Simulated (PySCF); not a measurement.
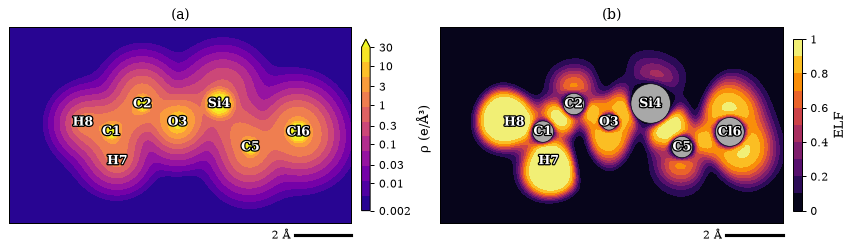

C₃H₈ClOSi (SMILES [CH2]CO[SiH2]CCl) (doublet). (a) total electron density; (b) ELF on the plane of atoms C1, C2 and O3. Grey discs cover the atomic cores in the ELF map.

Geometry: GFN2-xTB.

All numbers below come from UKS B3LYP, pcH-1 on C Cl H O Si, non-relativistic, mean-field spin-orbit, GIAO in PySCF.

```xyz
14

C     2.5044    0.6601    0.8536
C     1.6958   -0.0735   -0.1269
O     0.3287    0.0865    0.1249
Si   -0.9265   -0.5401   -0.6753
C    -2.3940    0.2111    0.2703
Cl   -3.8938   -0.3805   -0.4796
H     2.0348    1.0782    1.7194
H     3.5587    0.7675    0.7021
H     1.9387   -1.1544   -0.1126
H     1.9236    0.2624   -1.1535
H    -0.9579   -2.0022   -0.5992
H    -0.9531   -0.1251   -2.0795
H    -2.4292    1.2967    0.2191
H    -2.4308   -0.0873    1.3151
```

Q: Interpret the plot.

A:
- The section cuts through C, O, Si, Cl and H sites.
- C–O (1.40 Å): ρ is about 2.1 e/Å³ halfway, with its minimum of 1.8 e/Å³ about 0.5 Å from C; the ELF peaks at about 0.90 between the atoms, as expected for a shared but strongly polarised pair.
- C–C (1.47 Å): ρ is about 1.9 e/Å³ halfway; the ELF peaks at about 0.95 between the atoms (localised, covalent bonding).
- Si–O (1.62 Å): ρ is about 1.2 e/Å³ halfway; the ELF peaks at about 0.85 between the atoms, as expected for a short, strongly polar bond.
- C–Cl (1.78 Å): the density is about 1.3 e/Å³ at the midpoint; the ELF peaks at about 0.90 between the atoms; localised, covalent bonding.
- C–Si (1.90 Å): ρ is about 0.95 e/Å³ halfway; the ELF peaks at about 1 between the atoms, as expected for a shared electron pair.
- The ELF also peaks beside Cl6 and O3, away from the bonds: non-bonding electrons, paired or unpaired.
